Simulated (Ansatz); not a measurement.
# doublet CH3BO+: levels of theory compared

Aim: a comparison of 4 runs (UHF/3-21G, U-r2SCAN/def2-TZVP, UB3LYP/def2-TZVP, UCCSD/def2-TZVP) of doublet CH3BO+. 

Program for the calculation: Ansatz 0.2.0.

55 further runs of the same task are left out: 1 that didn't finish, 54 set aside as unsound or not needed.

**1. The structure to begin with**

CH3BO+: 6 atoms, total charge +1, spin state doublet. SMILES of the parent species: `[BH3-]C#[O+]`. Geometry: relaxed at PBE0-D4/def2-TZVP. That shape belongs to the parent species and isn't relaxed for this state.

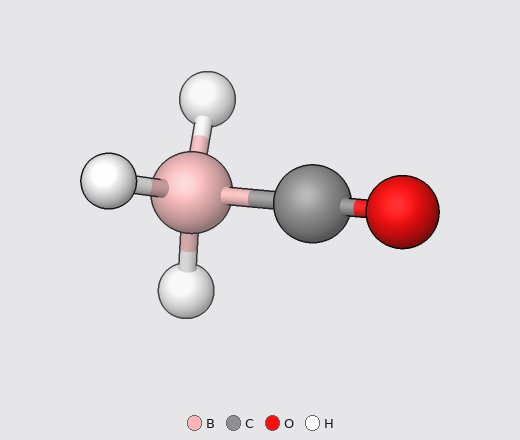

The structure, seen from a chosen angle (boron pink, carbon grey, oxygen red, hydrogen white).

**2. A single-point energy at UHF/3-21G (run 1)**

Input file run.yaml:

```yaml
crystal:
  periodic: [false, false, false]
  atoms:
    - {symbol: B, position_ang: [-0.275160, 0.419730, -0.199910]}
    - {symbol: C, position_ang: [0.494180, -0.755680, 0.359250]}
    - {symbol: O, position_ang: [1.068320, -1.631140, 0.776320]}
    - {symbol: H, position_ang: [-1.437140, 0.121710, -0.050320]}
    - {symbol: H, position_ang: [0.069540, 0.485120, -1.356800]}
    - {symbol: H, position_ang: [0.080260, 1.360240, 0.471460]}
basis:
  gaussian:
    orbitals: 3-21G.json
total_charge: 1
magnetization:
  spin_polarized: true
  initial_magnetization: 1
hamiltonian:
  xc: hf
accuracy: high
output: {orbitals: {seedname: orbitals}}
```

The basis set 3-21G is read from a file made from the Basis Set Exchange's data (not shown).

Command:

```bash
ansatz run run.yaml --threads 1 --pin off --max-ram 3480MiB --events-out events.jsonl --progress --plain --runs-dir runs
```

The program printed:

```text
Warning: RAYON_NUM_THREADS=1 ignored (pool sized by the plan → 1); use --threads N
Functional definition: HF
  name "HF"
  exchange = exact_x
  correlation = 0
711 factors; integrals over basis functions are off by at most 6.4e-9 eV
mean field evaluation 1: about -3748.7193 eV, gradient 3.0e1 eV
mean field evaluation 2: about -3748.9959 eV, gradient 3.0e1 eV
mean field evaluation 4: about -3752.9858 eV, gradient 2.8e0 eV
mean field evaluation 8: about -3753.1243 eV, gradient 3.1e-1 eV
mean field evaluation 16: about -3753.1420 eV, gradient 1.3e-1 eV
mean field evaluation 32: about -3753.1547 eV, gradient 9.3e-3 eV
mean field evaluation 64: about -3753.1547 eV, gradient 7.5e-8 eV
mean field evaluation 96: about -3753.1482 eV, gradient 8.9e-2 eV
mean field evaluation 128: about -3753.1129 eV, gradient 2.1e-1 eV
mean field evaluation 160: about -3753.1533 eV, gradient 2.3e-2 eV
mean field evaluation 192: about -3750.5636 eV, gradient 1.1e1 eV
mean field evaluation 224: about -3753.1540 eV, gradient 2.1e-8 eV
mean field evaluation 256: about -3753.1502 eV, gradient 9.2e-2 eV
mean field evaluation 288: about -3753.1290 eV, gradient 4.0e-1 eV
mean field evaluation 320: about -3753.1534 eV, gradient 2.8e-4 eV
mean field evaluation 352: about -3745.0499 eV, gradient 1.1e1 eV
mean field -3753.15469745 eV, -137.9258911518 hartree, gradient 7.5e-8 eV, S^2 0.788150; 4 other end points of the search recorded, 0 dependent functions left out
reference -3753.15469745 eV, -137.9258911518 hartree; 11, 10 occupied and 22, 23 virtual orbitals, 711 factors
Total energy: -3753.15469745 eV, -137.9258911518 hartree
```

Wall time 1 s (1 thread of Arm Neoverse V1, shared host).

**3. The energy at U-r2SCAN/def2-TZVP (run 2)**

Input file job.yaml:

```yaml
crystal:
  periodic: [false, false, false]
  atoms:
    - {symbol: B, position_ang: [-0.275160, 0.419730, -0.199910]}
    - {symbol: C, position_ang: [0.494180, -0.755680, 0.359250]}
    - {symbol: O, position_ang: [1.068320, -1.631140, 0.776320]}
    - {symbol: H, position_ang: [-1.437140, 0.121710, -0.050320]}
    - {symbol: H, position_ang: [0.069540, 0.485120, -1.356800]}
    - {symbol: H, position_ang: [0.080260, 1.360240, 0.471460]}
basis:
  gaussian:
    orbitals: def2-TZVP
hamiltonian:
  xc: {name: r2SCAN}
magnetization:
  spin_polarized: true
  initial_magnetization: 1
output: {orbitals: {seedname: orbitals}}
accuracy: high
total_charge: 1
```

Command:

```bash
ansatz run job.yaml --threads 1 --pin off --max-ram 3480MiB --events-out events.jsonl --progress --plain --runs-dir runs
```

The program printed:

```text
Warning: RAYON_NUM_THREADS=1 ignored (pool sized by the plan → 1); use --threads N
Functional definition: r2SCAN
  name "r2SCAN"
  parameter k0 = 0.174
  parameter k1 = 0.065
  parameter a1 = 4.9479
  exchange = r2scan_x(k0 = k0, k1 = k1, a1 = a1)
  correlation = r2scan_c
1888 factors; integrals over basis functions are off by at most 3.4e-9 eV
mean field evaluation 1: about -3787.6812 eV, gradient 4.8e1 eV
mean field evaluation 2: about -3731.2544 eV, gradient 1.1e2 eV
mean field evaluation 4: about -3795.6843 eV, gradient 6.3e0 eV
mean field evaluation 8: about -3795.9799 eV, gradient 5.1e-1 eV
mean field evaluation 16: about -3795.9883 eV, gradient 5.9e-2 eV
mean field evaluation 32: about -3795.9883 eV, gradient 2.1e-6 eV
mean field evaluation 64: about -3795.9882 eV, gradient 6.8e-3 eV
mean field -3795.98834413 eV, -139.4999986335 hartree, gradient 6.9e-8 eV, S^2 0.761864; 3 other end points of the search recorded, 0 dependent functions left out
reference -3795.98834669 eV, -139.4999987276 hartree; 11, 10 occupied and 100, 101 virtual orbitals, 1888 factors
Total energy: -3795.98834669 eV, -139.4999987276 hartree
```

It took 50 s on 1 thread of Arm Neoverse V1, shared host; peak memory 0.39 GiB.

Run 3 isn't shown in full; the table further down has it.

**4. A single-point energy at UCCSD/def2-TZVP (run 4)**

Input file molecule.yaml:

```yaml
basis:
  gaussian:
    orbitals: def2-TZVP
crystal:
  periodic: [false, false, false]
  atoms:
    - {symbol: B, position_ang: [-0.275160, 0.419730, -0.199910]}
    - {symbol: C, position_ang: [0.494180, -0.755680, 0.359250]}
    - {symbol: O, position_ang: [1.068320, -1.631140, 0.776320]}
    - {symbol: H, position_ang: [-1.437140, 0.121710, -0.050320]}
    - {symbol: H, position_ang: [0.069540, 0.485120, -1.356800]}
    - {symbol: H, position_ang: [0.080260, 1.360240, 0.471460]}
correlation:
  method: ccsd
  frozen_orbitals: {B: 1, C: 1, H: 0, O: 1}
accuracy: high
scf:
  omitted_lower_state_checks: [cluster_reference, increment]
magnetization:
  spin_polarized: true
  initial_magnetization: 1
total_charge: 1
```

Command:

```bash
ansatz run molecule.yaml --threads 1 --pin off --max-ram 3480MiB --events-out events.jsonl --progress --plain --runs-dir runs
```

The program printed (excerpt; [...] marks lines left out):

```text
Warning: RAYON_NUM_THREADS=1 ignored (pool sized by the plan → 1); use --threads N
[... 2 set-up lines as earlier in the session ...]
[...]
1888 factors; integrals over basis functions are off by at most 3.4e-9 eV
[...]
mean field -3776.28418063 eV, -138.7758839806 hartree, gradient 3.7e-8 eV, S^2 0.776977; 4 other end points of the search recorded, 0 dependent functions left out
3 core orbitals not correlated: weight in the atoms' cores, before any rotation towards them, 1.000 or more for the frozen orbitals, at most 0.000 for the correlated occupied ones
reference -3776.28418063 eV, -138.7758839806 hartree; 8, 7 occupied and 100, 101 virtual orbitals, 1888 factors
second order -12.61639586 eV of doubles, -0.00000000 eV of singles
cycle   1  -12.48316259 eV  change    1.3e-1 eV  update   1.1e-1
[...]
cycle  34  -13.13890053 eV  change   6.9e-11 eV  update   1.6e-9
Total energy: -3789.42308116 eV, -139.2587296692 hartree
Checks for a lower state left out: cluster_reference, increment
```

Wall time 84 s (1 thread of Arm Neoverse V1, shared host); peak memory 2 GiB.

**5. Overview of the runs**

| run | level | frozen core orbitals | energy (Eh) | HOMO energy (eV) | LUMO energy (eV) | ⟨S²⟩ | wall time |
| --- | --- | --- | --- | --- | --- | --- | --- |
| 1 | UHF/3-21G | – | -137.925891 | -20.31 | -10.46 | 0.788 | 1 s |
| 2 | U-r2SCAN/def2-TZVP | – | -139.499999 | -16.10 | -15.49 | 0.762 | 50 s |
| 3 | UB3LYP/def2-TZVP | – | -139.582968 | -16.88 | -15.06 | 0.759 | 36 s |
| 4 | UCCSD/def2-TZVP | 3 | -139.258730 | – | – | 0.777 | 84 s |

**6. Summary of results**

| quantity | value |
| --- | --- |
| run 4: total energy | -139.25873 Eh |
| run 4: correlation energy (3 core orbitals frozen) | -482.8 mEh |
| run 4: ⟨S²⟩ of the reference determinant | 0.777 |
| run 4: T1 diagnostic | 0.034 |

**Reading.** Totals of different functionals can't be ranked against each other. All runs together took 2.8 min, the longest 84 s.
